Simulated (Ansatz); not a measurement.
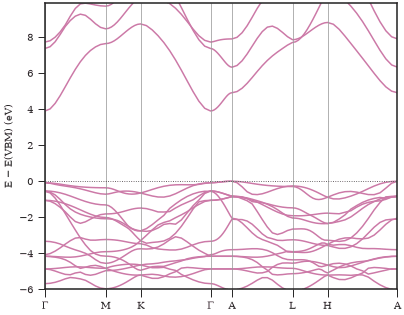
Fig. 1. Band structure from the program Ansatz at the r²SCAN level (PAW)

Q: Read off the gap and where the band edges lie.

A: About 3.9 eV (3.90 eV by a search for the band edges); maximum at A, minimum at Γ.

The material is Mg2ZnO3 in space group P-3m1 (No. 164; Mg on 2d, Zn on 1a, O on 2d, O on 1b).

The first step of the workflow began from a Materials Project structure, measured or hypothetical; the Crystallography Open Database copy checked does not list it. With Mg and Zn taken as one species the cell has the higher symmetry Fm-3m, so it may be an ordered model of a mixed-site phase. Whether it is the stable phase at ambient conditions was not checked. Symmetry was held in the r²SCAN relaxation; of distortions, only those at the zone centre were tested.

Potentials: the later of the program's two PAW sets.
